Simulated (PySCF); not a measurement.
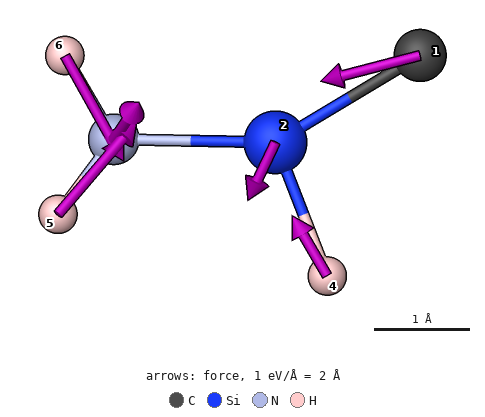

Starting geometry of CH$_{3}$NSi with the computed forces as purple arrows. The picture is a ball-and-stick view, seen face on.

It is one of the separated reactants of a reaction.

All numbers below come from PySCF, RKS PBE0-D4/def2-TZVP, density fitting. 

What follows when this structure is relaxed?

It isn't relaxed: the largest force vector, on an H atom, is 0.67 eV/Å. The final displacements follow the starting forces only in part (cosine between the two patterns 0.40). The atom that moves furthest after the best rigid fit is the C atom (0.22 Å). Largest moves by element: C 0.22 Å, H 0.16 Å, N 0.15 Å, Si 0.10 Å. Near-neighbour distances that change, for instance: N–Si 1.727 → 1.692 Å, H–Si 1.512 → 1.483 Å, H–N 1.023 → 1.005 Å. Among the angles between lasting bonds that change: C–Si–H 99.4° → 113.6°, C–Si–N 148.0° → 134.6°, Si–N–H 120.8° → 124.1°. The energy falls by 7.30 kJ/mol in 14 geometry steps. The run took 100 s on 2 threads of Oxide Virtual Turin-like, with other jobs on the host.
